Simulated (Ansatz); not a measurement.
# C₂H₉BOSi (SMILES CBO[SiH2]C): what the fields show

Input file:

```
crystal:
  periodic: [false, false, false]
  atoms:
    - {symbol: C, position_ang: [-1.340247, 1.325939, 1.981423]}
    - {symbol: B, position_ang: [-0.511111, 0.159582, 1.358807]}
    - {symbol: O, position_ang: [0.231487, 0.358045, 0.244061]}
    - {symbol: Si, position_ang: [1.201914, -0.648776, -0.646931]}
    - {symbol: C, position_ang: [0.549392, -0.740394, -2.382821]}
    - {symbol: H, position_ang: [-1.256806, 2.265037, 1.431545]}
    - {symbol: H, position_ang: [-1.026187, 1.494746, 3.018112]}
    - {symbol: H, position_ang: [-2.397673, 1.044588, 2.044883]}
    - {symbol: H, position_ang: [-0.515694, -0.941794, 1.856679]}
    - {symbol: H, position_ang: [1.232062, -1.994655, -0.012399]}
    - {symbol: H, position_ang: [2.568720, -0.067070, -0.628488]}
    - {symbol: H, position_ang: [-0.452945, -1.174403, -2.402304]}
    - {symbol: H, position_ang: [1.201613, -1.363681, -3.000590]}
    - {symbol: H, position_ang: [0.502474, 0.253638, -2.833177]}
basis:
  gaussian: {orbitals: def2-TZVPP}
hamiltonian: {xc: pbe0, dispersion: d4}
output: {orbitals: {seedname: orbitals}}
```

Run with:

```sh
ansatz run in.yaml --threads 4 --pin off --events-out ev --progress --plain --max-ram 10444MiB
```

Geometry: PBE0-D4/def2-TZVP.

All numbers below come from RKS PBE0-D4/def2-TZVPP (Ansatz).

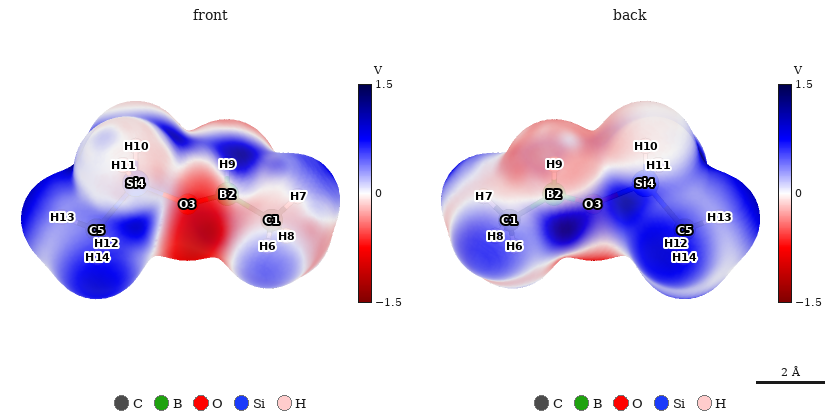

Figure 1. The molecular electrostatic potential painted on the density surface at 0.002 e/bohr³, seen from the front and from behind; the colour scale runs from red (negative) to blue (positive).

**Where is the surface potential most negative and most positive?**

The most negative region (about −1.0 V) lies over O3, the most positive (about +1.2 V) over B2 and Si4.

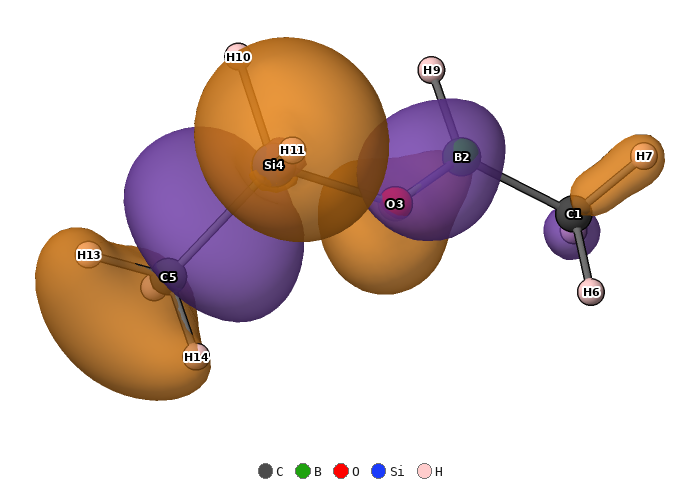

Figure 2. The HOMO−1 at ±0.08 Å⁻³ᐟ² (orange and purple are the two phases), seen at a tilt.

**What is the character of this orbital?**

It lies mainly on C5 (about 30 %), Si4 (about 25 %), H11 (about 15 %) and O3 (about 15 %). Its energy is −8.90 eV.

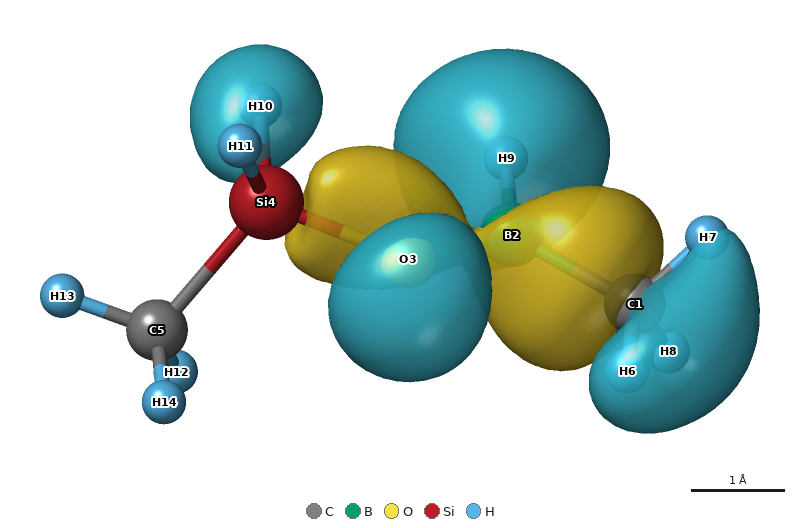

Figure 3. The HOMO at ±0.08 Å⁻³ᐟ² (yellow and cyan are the two phases), seen at a tilt.

**Describe this orbital and give its energy.**

By Hirshfeld shares it lies mainly on O3 (about 25 %), B2 (about 20 %), H9 (about 20 %) and C1 (about 20 %). Its energy is −8.15 eV.
